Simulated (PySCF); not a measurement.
**C₂H₆BPSi: NMR shifts and electronic excitations at several levels of theory**

How much do the NMR shifts and electronic excitations of C₂H₆BPSi (`C#CBP[SiH3]`) depend on the level of theory, and what does each level cost?

Computed with PySCF 2.14.0, with density-fitted response routines of our own, on a single molecule in the gas phase. Atoms are numbered from 0 throughout.

## 1. Starting geometry

11 atoms, charge 0, multiplicity 1; geometry from: GFN2-xTB. The atoms were then displaced at random by about 0.01 Å, so the start is not that level's minimum.

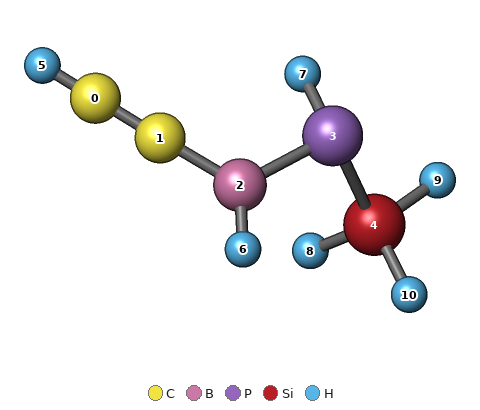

The starting geometry (carbon yellow, boron pink, phosphorus purple, silicon red, hydrogen blue), atoms numbered.

## 2. Geometry optimisation at PBE0-D3(BJ)/def2-SVP

What the job is given:

```
{"job": {"xc": "PBE0", "basis": "def2-SVP", "d3": "d3bj", "grid": 1, "shake": 0.01, "kind": "geom"}, "charge": 0, "multiplicity": 1}
C      3.185600    -0.536000     0.074070
C      2.106850    -0.048860    -0.293570
B      0.764380     0.519110    -0.703280
P     -0.407090     1.062160     0.585740
Si    -2.256090    -0.135950     0.076980
H      4.085280    -0.909280     0.367070
H      0.537910     0.707150    -1.824130
H      0.017670     0.377820     1.700060
H     -2.014290    -1.547630    -0.156020
H     -3.141620     0.001290     1.253520
H     -2.840480     0.484350    -1.096090
```

On the command line:

```bash
> OMP_NUM_THREADS=1 python probes_run.py task.json out
```

The driver reads the jobs from task.json and runs them one after another.

The log of the run:

```text
step   0  E = -734.78543773  max force = 0.078826
step   1  E = -734.79375749  max force = 0.005643
step   2  E = -734.79414805  max force = 0.003413
step   3  E = -734.79433926  max force = 0.002598
step   4  E = -734.79439063  max force = 0.001176
step   5  E = -734.79441459  max force = 0.000513
step   6  E = -734.79442934  max force = 0.000730
step   7  E = -734.79444366  max force = 0.000557
step   8  E = -734.79445470  max force = 0.000572
step   9  E = -734.79446865  max force = 0.000370
optimisation converged
```

Run time: 53 s. Hardware: 1 thread of Intel Xeon Platinum 8259CL at 2.50GHz, shared host; peak memory 0.44 GiB.

Step by step:

```csv
step,energy from step 0 (eV),largest force component (eV/Å)
0,0.0000,4.0534
1,-0.2264,0.2902
2,-0.2370,0.1755
3,-0.2422,0.1336
4,-0.2436,0.0605
5,-0.2443,0.0264
6,-0.2447,0.0375
7,-0.2451,0.0286
8,-0.2454,0.0294
9,-0.2457,0.0190
```

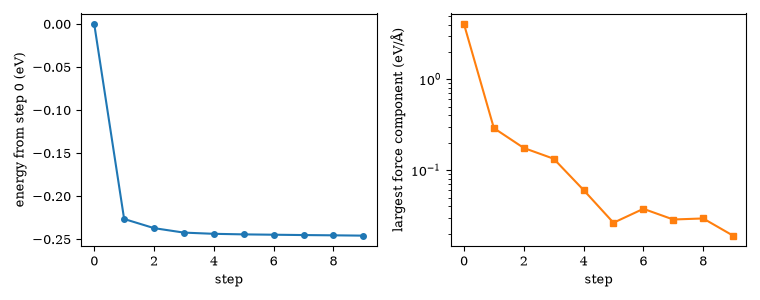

Energy and force, step by step.

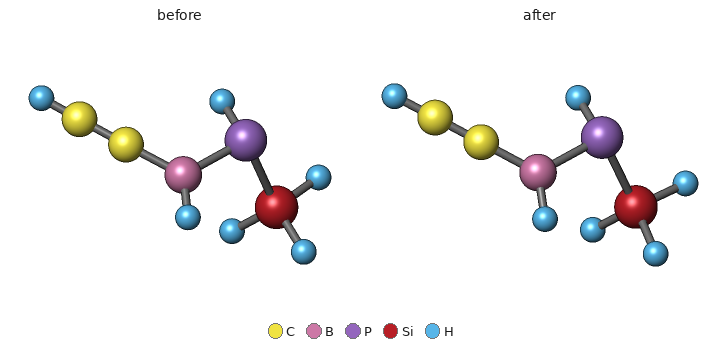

The geometry before (left) and after (right).

Distances of close pairs at the start and the end, largest changes first:

```csv
bond,before (Å),after (Å),change (Å)
C0–H5,1.017,1.075,+0.058
B2–P3,1.825,1.875,+0.050
B2–H6,1.159,1.209,+0.050
P3–H7,1.375,1.422,+0.047
Si4–H8,1.451,1.494,+0.043
Si4–H10,1.450,1.492,+0.042
C0–C1,1.239,1.220,-0.019
Si4–H9,1.479,1.493,+0.014
```

The end geometry stands in the next job.

```csv
at the end point,value
point group (found at 0.08 Å tolerance),C1
"rotational constants (GHz, main isotopes)","9.103, 1.229, 1.163"
dipole moment (D),1.15
```

## 3. Nuclear shieldings: PBE0/6-31G*

What the job is given:

```
{"job": {"kind": "nmr", "xc": "PBE0", "basis": "6-31G*", "pop": true}, "charge": 0, "multiplicity": 1}
C      3.307774    -0.397064    -0.006626
C      2.186710    -0.011116    -0.295850
B      0.782628     0.432671    -0.631755
P     -0.432527     0.965037     0.692641
Si    -2.309538    -0.115225     0.087074
H      4.298164    -0.735873     0.238318
H      0.436959     0.557671    -1.783274
H     -0.015281     0.246774     1.846611
H     -2.137721    -1.591531    -0.063110
H     -3.356264     0.145765     1.118838
H     -2.722359     0.477075    -1.218579
```

Level: GIAO PBE0/6-31G* NMR shielding, non-relativistic, gas phase.

The log of the run:

```text
coarse grid: 10232 points
cycle   1  E = -735.0387580293  dE =  2.263e-01  |g| = 3.147e-01  |ddm| = 3.148e+00
cycle   2  E = -735.0254126294  dE =  1.335e-02  |g| = 3.847e-01  |ddm| = 8.162e-01
cycle   3  E = -735.0634135201  dE = -3.800e-02  |g| = 1.573e-01  |ddm| = 5.296e-01
cycle   4  E = -735.0699348613  dE = -6.521e-03  |g| = 2.298e-02  |ddm| = 1.449e-01
cycle   5  E = -735.0700895511  dE = -1.547e-04  |g| = 7.144e-03  |ddm| = 3.672e-02
cycle   6  E = -735.0701092952  dE = -1.974e-05  |g| = 1.252e-03  |ddm| = 1.318e-02
cycle   7  E = -735.0701098833  dE = -5.881e-07  |g| = 3.587e-04  |ddm| = 2.276e-03
final grid: 89712 points
cycle   8  E = -735.0158585577  dE = -1.284e-05  |g| = 4.258e-03  |ddm| = 1.963e-02
cycle   9  E = -735.0158563916  dE =  2.166e-06  |g| = 4.859e-03  |ddm| = 1.235e-02
cycle  10  E = -735.0158651689  dE = -8.777e-06  |g| = 3.024e-04  |ddm| = 7.334e-03
cycle  11  E = -735.0158652033  dE = -3.445e-08  |g| = 1.255e-04  |ddm| = 6.349e-04
cycle  12  E = -735.0158652068  dE = -3.485e-09  |g| = 6.434e-05  |ddm| = 1.482e-04
cycle  13  E = -735.0158652078  dE = -9.625e-10  |g| = 2.505e-05  |ddm| = 8.246e-05
converged SCF energy = -735.0158652078

GIAO shielding tensors (ppm)
atom      isotropic    diamagn.    paramagn.     s11        s22        s33       span
  0 C       66.155     272.869    -206.714     34.111     49.381    114.973     80.862
  1 C      110.573     249.844    -139.272     14.271     19.902    297.544    283.273
  2 B       44.642     202.936    -158.294    -46.372     40.035    140.263    186.634
  3 P      513.940     970.773    -456.833    363.579    533.882    644.360    280.781
  4 Si     464.123     881.129    -417.005    448.005    458.679    485.686     37.681
  5 H       26.724      29.604      -2.880     25.330     25.507     29.336      4.005
  6 H       24.481      30.237      -5.756     19.182     25.689     28.573      9.391
  7 H       28.736      31.940      -3.204     24.093     27.196     34.918     10.825
  8 H       27.541      29.352      -1.811     23.753     26.034     32.835      9.082
  9 H       27.660      28.233      -0.572     24.443     25.673     32.865      8.422
 10 H       27.337      28.864      -1.527     24.525     25.304     32.182      7.657
```

Wall time 11 s (1 thread of Intel Xeon Platinum 8259CL at 2.50GHz, shared host); peak memory 0.48 GiB.

The references, computed at this level on geometries of the same kind, shield at (ppm): ¹H TMS 31.96, ¹³C TMS 194.1, ²⁹Si TMS 418.1, ³¹P H3PO4 376.2, ¹¹B BF3·OEt2 112.3. Their shielding less the atom's gives the shift. The references are single molecules in the gas phase, so shifts against H2O, NH3, PH3, H3PO4 or CFCl3 are not on the usual liquid scales and can be off by tens of ppm. Atoms listed in one row are averaged.

```csv
atoms,environment,σ (ppm),δ (ppm)
C0,terminal alkyne carbon,66.2,128.0
C1,alkyne carbon,110.6,83.6
H6,"hydrogen on a boron bonded to C, P",24.48,7.48
H5,hydrogen on a terminal alkyne carbon,26.72,5.24
"H8, H9, H10",hydrogen on a silicon bonded to P,27.51,4.45
H7,"hydrogen on a phosphorus bonded to B, Si",28.74,3.23
B2,"boron bonded to C, P, H",44.6,67.6
P3,"phosphorus bonded to B, Si, H",513.9,-137.7
Si4,"silicon bonded to P, 3 H",464.1,-46.0
```

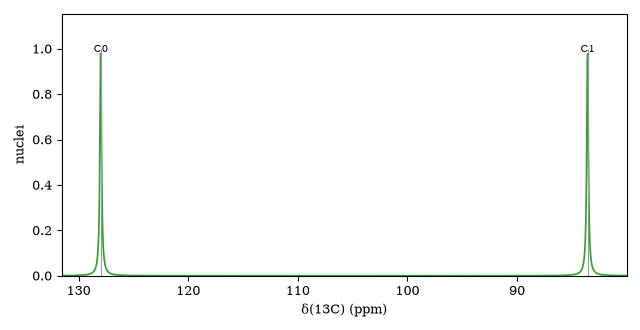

¹³C lines at the computed shifts, without couplings. Lines are broadened to a width of 0.18 ppm (Lorentzian).

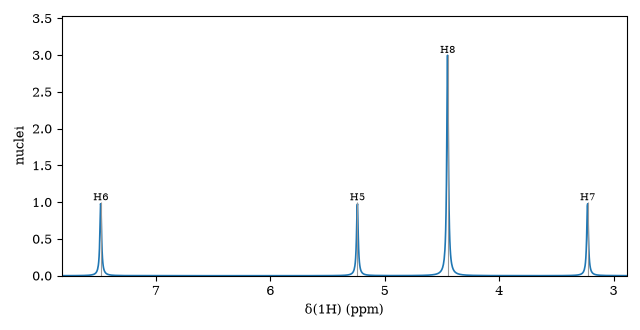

¹H lines at the computed shifts, without couplings. Lines are broadened to a width of 0.02 ppm (Lorentzian).

Charges from the same density, by scheme (e):

```csv
atoms,Mulliken,IAO,Hirshfeld,ESP fit
C0,-0.26,-0.16,-0.07,-0.27
C1,0.03,-0.13,-0.11,-0.19
B2,-0.08,-0.11,0.09,0.35
P3,-0.18,0.02,-0.03,-0.33
Si4,0.27,0.41,0.25,0.17
```

ESP fit charges:

```csv
atom,value (e)
C0,-0.27
C1,-0.19
B2,0.35
P3,-0.33
Si4,0.17
H5,0.28
H6,-0.08
H7,0.15
H8,-0.04
H9,-0.02
H10,-0.02
```

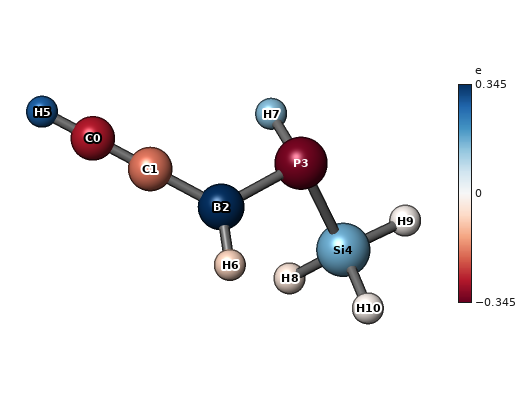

ESP fit charges, as colours on the atoms.

Mayer bond orders: C0–C1 2.63, C1–B2 1.21, B2–P3 1.14, P3–Si4 0.90.

## 4. NMR shieldings: PBE0/6-311+G(2d,p)

The job, as its differences from that of step 3:

```diff
@@ -1,2 +1,2 @@
-{"job": {"kind": "nmr", "xc": "PBE0", "basis": "6-31G*", "pop": true}, "charge": 0, "multiplicity": 1}
+{"job": {"kind": "nmr", "xc": "PBE0", "basis": "6-311+G(2d,p)", "pop": true}, "charge": 0, "multiplicity": 1}
 C      3.307774    -0.397064    -0.006626
```

Level: GIAO PBE0/6-311+G(2d,p) NMR shielding, non-relativistic, gas phase.

The log of the run:

```text
coarse grid: 10232 points
cycle   1  E = -735.0741712349  dE =  1.993e-01  |g| = 3.531e-01  |ddm| = 3.113e+00
cycle   2  E = -735.0546031754  dE =  1.957e-02  |g| = 4.172e-01  |ddm| = 8.926e-01
cycle   3  E = -735.0971122029  dE = -4.251e-02  |g| = 1.744e-01  |ddm| = 5.067e-01
cycle   4  E = -735.1045100083  dE = -7.398e-03  |g| = 4.168e-02  |ddm| = 1.288e-01
cycle   5  E = -735.1049901653  dE = -4.802e-04  |g| = 8.264e-03  |ddm| = 5.292e-02
cycle   6  E = -735.1050119567  dE = -2.179e-05  |g| = 3.187e-03  |ddm| = 1.801e-02
cycle   7  E = -735.1050146506  dE = -2.694e-06  |g| = 5.005e-04  |ddm| = 6.877e-03
final grid: 89712 points
cycle   8  E = -735.1057615802  dE = -2.566e-05  |g| = 4.743e-03  |ddm| = 5.809e-02
cycle   9  E = -735.1057587202  dE =  2.860e-06  |g| = 5.368e-03  |ddm| = 1.175e-02
cycle  10  E = -735.1057673887  dE = -8.668e-06  |g| = 6.007e-04  |ddm| = 7.161e-03
cycle  11  E = -735.1057674704  dE = -8.166e-08  |g| = 4.026e-04  |ddm| = 1.057e-03
cycle  12  E = -735.1057675096  dE = -3.917e-08  |g| = 9.589e-05  |ddm| = 2.701e-04
cycle  13  E = -735.1057675122  dE = -2.649e-09  |g| = 2.514e-05  |ddm| = 1.469e-04
cycle  14  E = -735.1057675124  dE = -1.925e-10  |g| = 5.220e-06  |ddm| = 3.643e-05
converged SCF energy = -735.1057675124

GIAO shielding tensors (ppm)
atom      isotropic    diamagn.    paramagn.     s11        s22        s33       span
  0 C       48.308     265.575    -217.267     11.054     28.450    105.420     94.365
  1 C       92.261     272.830    -180.569    -14.527     -8.697    300.006    314.533
  2 B       32.307     189.396    -157.089    -66.335     28.540    134.715    201.050
  3 P      457.588     969.287    -511.699    289.028    487.477    596.259    307.231
  4 Si     422.129     880.428    -458.300    402.384    412.387    451.615     49.231
  5 H       26.035      30.531      -4.496     24.378     24.785     28.943      4.565
  6 H       23.958      30.108      -6.150     18.397     25.140     28.336      9.939
  7 H       27.996      30.349      -2.352     23.826     26.666     33.498      9.672
  8 H       26.897      28.994      -2.097     23.160     25.344     32.187      9.027
  9 H       27.034      28.126      -1.092     23.879     25.029     32.194      8.315
 10 H       26.781      28.980      -2.199     24.085     24.795     31.462      7.377
```

Run time: 27 s. Hardware: 1 thread of Intel Xeon Platinum 8259CL at 2.50GHz, shared host; peak memory 0.88 GiB.

This run: δ C0 138.1, C1 94.2, B2 70.1, P3 -160.6, H6 7.55, H5 5.47 ppm.

## 5. NMR shieldings: PBE0/def2-SVP

The job, as its differences from that of step 4:

```diff
@@ -1,2 +1,2 @@
-{"job": {"kind": "nmr", "xc": "PBE0", "basis": "6-311+G(2d,p)", "pop": true}, "charge": 0, "multiplicity": 1}
+{"job": {"kind": "nmr", "xc": "PBE0", "basis": "def2-SVP", "pop": true}, "charge": 0, "multiplicity": 1}
 C      3.307774    -0.397064    -0.006626
```

With the program's defaults for keys left out, this is: GIAO PBE0/def2-SVP NMR shielding, non-relativistic, gas phase.

The log of the run:

```text
coarse grid: 10232 points
cycle   1  E = -734.6681923634  dE =  1.828e-01  |g| = 2.943e-01  |ddm| = 3.414e+00
cycle   2  E = -734.6524909588  dE =  1.570e-02  |g| = 3.767e-01  |ddm| = 8.448e-01
cycle   3  E = -734.6895411026  dE = -3.705e-02  |g| = 1.456e-01  |ddm| = 4.594e-01
cycle   4  E = -734.6950856708  dE = -5.545e-03  |g| = 2.554e-02  |ddm| = 1.301e-01
cycle   5  E = -734.6952828549  dE = -1.972e-04  |g| = 6.947e-03  |ddm| = 3.989e-02
cycle   6  E = -734.6953005975  dE = -1.774e-05  |g| = 1.406e-03  |ddm| = 1.302e-02
cycle   7  E = -734.6953013159  dE = -7.184e-07  |g| = 4.056e-04  |ddm| = 2.776e-03
final grid: 89712 points
cycle   8  E = -734.7855907303  dE = -1.457e-05  |g| = 3.679e-03  |ddm| = 2.287e-02
cycle   9  E = -734.7855890954  dE =  1.635e-06  |g| = 4.198e-03  |ddm| = 1.122e-02
cycle  10  E = -734.7855954992  dE = -6.404e-06  |g| = 3.065e-04  |ddm| = 6.550e-03
cycle  11  E = -734.7855955360  dE = -3.681e-08  |g| = 1.186e-04  |ddm| = 6.379e-04
cycle  12  E = -734.7855955393  dE = -3.302e-09  |g| = 6.606e-05  |ddm| = 1.665e-04
cycle  13  E = -734.7855955404  dE = -1.117e-09  |g| = 2.694e-05  |ddm| = 7.265e-05
cycle  14  E = -734.7855955406  dE = -1.927e-10  |g| = 3.941e-06  |ddm| = 2.615e-05
converged SCF energy = -734.7855955406

GIAO shielding tensors (ppm)
atom      isotropic    diamagn.    paramagn.     s11        s22        s33       span
  0 C       61.272     258.765    -197.492     27.631     45.408    110.778     83.147
  1 C      106.571     251.953    -145.382      8.449     13.141    298.122    289.673
  2 B       39.820     200.822    -161.002    -55.853     35.266    140.046    195.898
  3 P      531.828     968.048    -436.220    380.091    557.408    657.985    277.894
  4 Si     482.758     879.487    -396.729    456.672    475.467    516.137     59.464
  5 H       25.975      32.061      -6.086     24.504     24.654     28.766      4.262
  6 H       23.947      30.111      -6.164     18.449     25.155     28.237      9.789
  7 H       28.237      31.377      -3.140     23.863     26.707     34.141     10.278
  8 H       27.100      29.247      -2.146     23.287     25.571     32.444      9.157
  9 H       27.135      28.005      -0.870     23.803     25.081     32.521      8.718
 10 H       26.891      28.783      -1.891     24.084     24.834     31.755      7.671
```

It took 12 s on 1 thread of Intel Xeon Platinum 8259CL at 2.50GHz, shared host; peak memory 0.54 GiB.

Key values: δ C0 132.4, C1 87.2, B2 70.8, P3 -146.0, H6 7.39, H5 5.37 ppm.

## 6. Shielding tensors: PBE0/def2-TZVP

The job, as its differences from that of step 5:

```diff
@@ -1,2 +1,2 @@
-{"job": {"kind": "nmr", "xc": "PBE0", "basis": "def2-SVP", "pop": true}, "charge": 0, "multiplicity": 1}
+{"job": {"kind": "nmr", "xc": "PBE0", "basis": "def2-TZVP", "pop": true}, "charge": 0, "multiplicity": 1}
 C      3.307774    -0.397064    -0.006626
```

Level: GIAO PBE0/def2-TZVP NMR shielding, non-relativistic, gas phase.

The log of the run:

```text
coarse grid: 10232 points
cycle   1  E = -735.0882848030  dE =  2.073e-01  |g| = 3.479e-01  |ddm| = 2.772e+00
cycle   2  E = -735.0680082594  dE =  2.028e-02  |g| = 4.255e-01  |ddm| = 6.441e-01
cycle   3  E = -735.1134497138  dE = -4.544e-02  |g| = 1.669e-01  |ddm| = 3.700e-01
cycle   4  E = -735.1202837860  dE = -6.834e-03  |g| = 3.829e-02  |ddm| = 1.019e-01
cycle   5  E = -735.1206838566  dE = -4.001e-04  |g| = 8.685e-03  |ddm| = 3.333e-02
cycle   6  E = -735.1207091410  dE = -2.528e-05  |g| = 2.820e-03  |ddm| = 1.231e-02
cycle   7  E = -735.1207112277  dE = -2.087e-06  |g| = 5.067e-04  |ddm| = 2.978e-03
final grid: 89712 points
cycle   8  E = -735.1153722213  dE = -2.609e-05  |g| = 4.985e-03  |ddm| = 7.044e-02
cycle   9  E = -735.1153693478  dE =  2.873e-06  |g| = 5.433e-03  |ddm| = 8.926e-03
cycle  10  E = -735.1153781995  dE = -8.852e-06  |g| = 6.074e-04  |ddm| = 5.494e-03
cycle  11  E = -735.1153783186  dE = -1.191e-07  |g| = 2.812e-04  |ddm| = 6.921e-04
cycle  12  E = -735.1153783358  dE = -1.720e-08  |g| = 1.131e-04  |ddm| = 1.946e-04
cycle  13  E = -735.1153783391  dE = -3.339e-09  |g| = 2.970e-05  |ddm| = 8.271e-05
cycle  14  E = -735.1153783394  dE = -2.673e-10  |g| = 5.790e-06  |ddm| = 2.600e-05
converged SCF energy = -735.1153783394

GIAO shielding tensors (ppm)
atom      isotropic    diamagn.    paramagn.     s11        s22        s33       span
  0 C       47.978     269.265    -221.287     11.391     29.047    103.495     92.105
  1 C       92.087     263.724    -171.637    -14.735     -8.780    299.777    314.512
  2 B       31.271     194.966    -163.695    -69.224     27.180    135.856    205.080
  3 P      446.436     965.820    -519.383    275.821    474.301    589.187    313.366
  4 Si     411.753     880.129    -468.376    391.659    402.040    441.560     49.901
  5 H       26.012      30.393      -4.382     24.447     24.800     28.787      4.340
  6 H       23.922      29.017      -5.095     18.298     25.160     28.308     10.010
  7 H       27.990      31.245      -3.256     23.882     26.739     33.349      9.467
  8 H       26.886      29.340      -2.455     23.240     25.320     32.098      8.858
  9 H       27.000      28.297      -1.297     23.925     24.965     32.110      8.185
 10 H       26.762      28.861      -2.099     24.122     24.766     31.400      7.277
```

It took 31 s on 1 thread of Intel Xeon Platinum 8259CL at 2.50GHz, shared host; peak memory 0.9 GiB.

This run: δ C0 138.7, C1 94.6, B2 71.3, P3 -165.5, H6 7.56, H5 5.47 ppm.

## 7. Shielding tensors: PBE0/cc-pVDZ

The job, as its differences from that of step 6:

```diff
@@ -1,2 +1,2 @@
-{"job": {"kind": "nmr", "xc": "PBE0", "basis": "def2-TZVP", "pop": true}, "charge": 0, "multiplicity": 1}
+{"job": {"kind": "nmr", "xc": "PBE0", "basis": "cc-pVDZ", "pop": true}, "charge": 0, "multiplicity": 1}
 C      3.307774    -0.397064    -0.006626
```

With the program's defaults for keys left out, this is: GIAO PBE0/cc-pVDZ NMR shielding, non-relativistic, gas phase.

The log of the run:

```text
coarse grid: 10232 points
cycle   1  E = -735.0187263492  dE =  2.560e-01  |g| = 2.896e-01  |ddm| = 6.280e+00
cycle   2  E = -735.0029017793  dE =  1.582e-02  |g| = 3.762e-01  |ddm| = 1.293e+00
cycle   3  E = -735.0404139961  dE = -3.751e-02  |g| = 1.424e-01  |ddm| = 6.633e-01
cycle   4  E = -735.0457421780  dE = -5.328e-03  |g| = 2.415e-02  |ddm| = 2.109e-01
cycle   5  E = -735.0459174753  dE = -1.753e-04  |g| = 7.024e-03  |ddm| = 5.998e-02
cycle   6  E = -735.0459360747  dE = -1.860e-05  |g| = 1.334e-03  |ddm| = 1.950e-02
cycle   7  E = -735.0459367389  dE = -6.642e-07  |g| = 3.912e-04  |ddm| = 3.964e-03
final grid: 89712 points
cycle   8  E = -735.0631732020  dE = -1.306e-05  |g| = 4.148e-03  |ddm| = 4.562e-02
cycle   9  E = -735.0631711807  dE =  2.021e-06  |g| = 4.722e-03  |ddm| = 2.070e-02
cycle  10  E = -735.0631793064  dE = -8.126e-06  |g| = 3.836e-04  |ddm| = 1.133e-02
cycle  11  E = -735.0631793619  dE = -5.550e-08  |g| = 1.563e-04  |ddm| = 1.096e-03
cycle  12  E = -735.0631793672  dE = -5.374e-09  |g| = 8.684e-05  |ddm| = 3.196e-04
cycle  13  E = -735.0631793693  dE = -2.070e-09  |g| = 2.180e-05  |ddm| = 1.366e-04
cycle  14  E = -735.0631793694  dE = -1.347e-10  |g| = 4.400e-06  |ddm| = 4.089e-05
converged SCF energy = -735.0631793694

GIAO shielding tensors (ppm)
atom      isotropic    diamagn.    paramagn.     s11        s22        s33       span
  0 C       64.165     262.435    -198.270     31.888     48.589    112.019     80.130
  1 C      108.568     253.366    -144.798     11.206     15.981    298.515    287.309
  2 B       42.408     201.134    -158.727    -52.033     38.821    140.435    192.468
  3 P      523.695     970.288    -446.593    370.447    550.519    650.120    279.672
  4 Si     486.742     881.179    -394.437    468.815    478.618    512.792     43.976
  5 H       25.792      32.399      -6.607     24.321     24.575     28.480      4.160
  6 H       23.789      29.553      -5.764     18.297     24.899     28.170      9.873
  7 H       28.083      31.036      -2.953     23.738     26.658     33.851     10.113
  8 H       27.013      29.311      -2.298     23.130     25.312     32.598      9.467
  9 H       27.116      28.096      -0.980     23.748     24.967     32.633      8.885
 10 H       26.904      28.759      -1.855     24.038     24.760     31.913      7.875
```

It took 12 s on 1 thread of Intel Xeon Platinum 8259CL at 2.50GHz, shared host; peak memory 0.58 GiB.

This run: δ C0 132.6, C1 88.2, B2 71.4, P3 -134.3, H6 7.50, H5 5.50 ppm.

(Part 1 of 2 ends here.)
